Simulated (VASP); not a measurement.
Band structure of RuP (relaxed from the NiAs type structure, space group P6_3/mmc). These are PBEsol GGA, VASP's PBE PAW potentials (set 64) (plane waves; VASP) values and carry that method's errors.

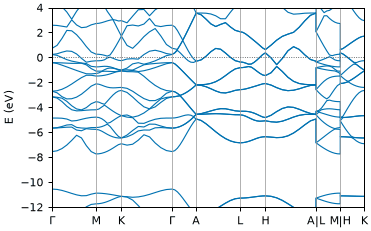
*Bands along high-symmetry lines, zero at the valence-band maximum or, without a gap, the Fermi level*

Problem. Read the plot: is there a gap, and where are the band edges?

Solution. It has no gap at this level: it comes out as a metal or semimetal. (Edges off the drawn lines would not show.)

The structure was generated: RuP was put into the NiAs type type (P6_3/mmc), which need not be its known phase. It was relaxed first, which changed the volume by -30 %.
